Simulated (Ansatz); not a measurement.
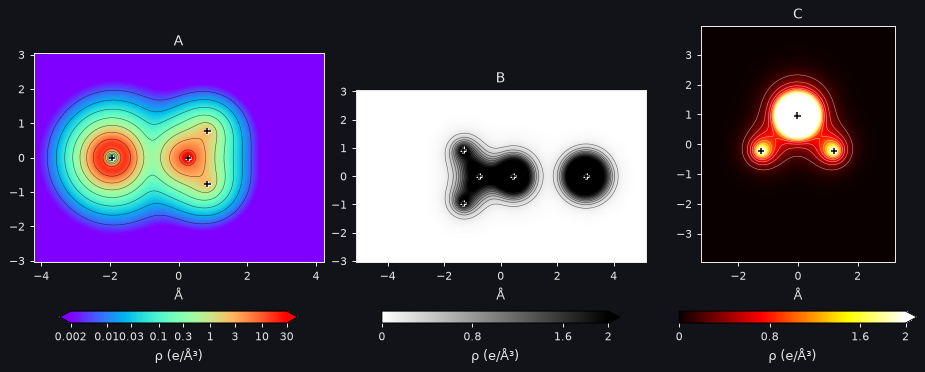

The electron density of 3 systems, each on a plane through atoms (crosses mark nuclei in the plane).

All numbers below come from RKS PBE0-D4/def2-TZVPPD in Ansatz.

System 1: CH₂KO (charge +1), the molecular plane. Geometry: PBE0-D4/def2-TZVP.

```xyz
5

K    -2.2283    0.3155   -2.0055
C     0.5685   -0.0805    0.5116
O    -0.3234    0.0456   -0.2913
H     1.6143   -0.2093    0.1899
H     0.3688   -0.0713    1.5951
```

System 2: N₂···H₃Sb (SMILES N#N.[SbH3]), the plane of atoms H5, Sb3 and H6. Geometry: PBE0-D4/def2-TZVP; core potentials replace the inner electrons of Sb.

```xyz
6

N     0.4923    0.9196   -2.1301
N     1.1691    0.9854   -2.9812
Sb   -1.0231   -0.1540    1.0631
H    -0.8486   -0.9933    2.5415
H     0.4610    0.6559    1.2983
H    -0.2507   -1.4137    0.2082
```

System 3: AgH₂O (charge +1), the molecular plane. Geometry: PBE0-D4/def2-TZVP; core potentials replace the inner electrons of Ag.

```xyz
4

Ag   -0.0670   -0.0238   -1.9428
O     0.0090    0.0031    0.2687
H    -0.5383    0.5416    0.8501
H     0.5962   -0.5209    0.8240
```

**Which map belongs to which system?**

Panel A is system 3, AgH₂O: the plane holds Ag, O and H. Ag–O (2.21 Å): the density is about 0.44 e/Å³ at the midpoint. Panel B is system 1, CH₂KO: the plane holds K, C, O and H. C–O (1.21 Å): the density is about 3.4 e/Å³ at the midpoint. Panel C is system 2, N₂···H₃Sb: the plane holds Sb and H. Sb–H (1.71 Å): ρ at the midpoint is about 1.1 e/Å³.
